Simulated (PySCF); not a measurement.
```yaml
atoms:
  - { symbol: Al, position_ang: [0.0000, 0.0000, -0.7411] }
  - { symbol: N, position_ang: [0.0000, 0.0000, 1.4279] }
```

The calculation used PBE0/pcseg-1, non-relativistic, at a bond length of 2.169 Å in PySCF.

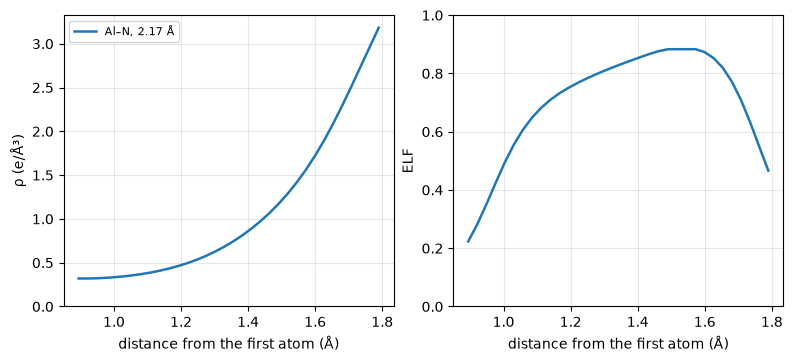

AlN (charge +1, quartet). Electron density and electron localisation function along straight lines between neighbouring atoms. The curves leave out the atomic cores.

What can be read from the curves?

Answer. Al–N (2.17 Å): ρ at the midpoint is about 0.37 e/Å³, with its minimum of 0.32 e/Å³ about 0.9 Å from Al; the ELF peaks at about 0.90 in the valence shell of N, 0.7 Å from its nucleus, and is about 0.65 at the midpoint.
